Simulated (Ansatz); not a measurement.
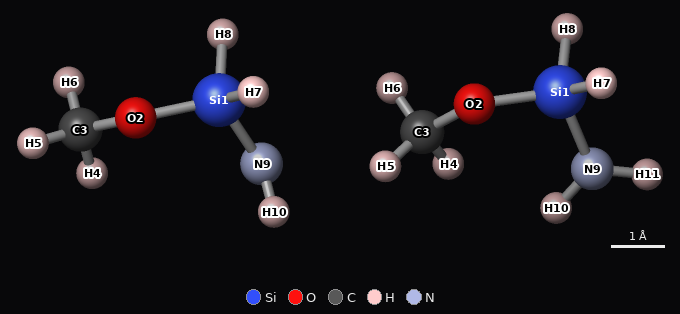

Two geometries of CH₇NOSi, drawn at one scale. One is the start of a relaxation, the other its converged end. The picture is a ball-and-stick view, seen at a tilt.

Method: RHF/def2-SVP (Ansatz 0.2.0). Settings: no spin polarisation; force threshold 0.02 eV/Å; at most 40 steps.

Which of the two is the end point?

Answer. The left one is the relaxed one. The run prepares the start of a later molecular dynamics calculation, from a guessed geometry. The energy falls by 0.620 eV in 17 accepted moves (20 points after the start). Largest force component: 2.7 eV/Å at the start, 0.019 eV/Å at the end. The line search rejected the trial steps at points 11, 13, 14 of the run. The largest move after the best rigid fit is that of H10, 1.30 Å. Largest moves by element: H 1.30 Å, O 0.26 Å, N 0.20 Å, Si 0.16 Å, C 0.06 Å. Near-neighbour distances that change, for instance: Si1–N9 1.819 → 1.714 Å, N9–H10 1.060 → 1.001 Å, O2–C3 1.420 → 1.390 Å, Si1–O2 1.680 → 1.651 Å. Bond angles that change, for instance: H10–N9–H11 120.0° → 112.1°, O2–Si1–N9 109.5° → 114.8°, O2–Si1–H7 109.5° → 104.3°. Groups turn about Si1–N9 by about 85°, O2–C3 by about 35°. The run took 49 s on 1 thread of Arm Neoverse V1, with other jobs on the host, peak memory 0.17 GiB.

Limits of the set-up: Hartree-Fock leaves out electron correlation.
